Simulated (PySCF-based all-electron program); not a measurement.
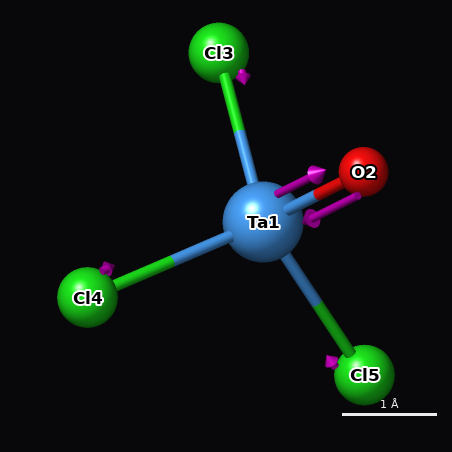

Arrows show the forces on the atoms, 0.9 Å of arrow for 1 eV/Å; forces under a tenth of the largest aren't drawn. The species is neutral and a spin singlet. Level of theory: r2SCAN, all-electron, scalar-relativistic (Koelling-Harmon), large uncontracted Gaussian sets (PySCF-based all-electron program).

Question: On which atom is the force largest, and how large is it?

Answer: On O2: 1.07 eV/Å.

Question: Which bond do the forces act along most?

Answer: Ta1–O2, now 1.721 Å: the forces pull its atoms together, so a first step downhill shortens it.

List the force components in the frame of the picture (x right, y up, z towards the viewer), in eV/Å.

```json
{"atom": "Ta1", "Fx": "0.58", "Fy": "0.29", "Fz": "0.67"}
{"atom": "O2", "Fx": "−0.67", "Fy": "−0.33", "Fz": "−0.77"}
{"atom": "Cl3", "Fx": "0.03", "Fy": "−0.16", "Fz": "0.11"}
{"atom": "Cl4", "Fx": "0.16", "Fy": "0.07", "Fz": "−0.10"}
{"atom": "Cl5", "Fx": "−0.10", "Fy": "0.14", "Fz": "0.09"}
```
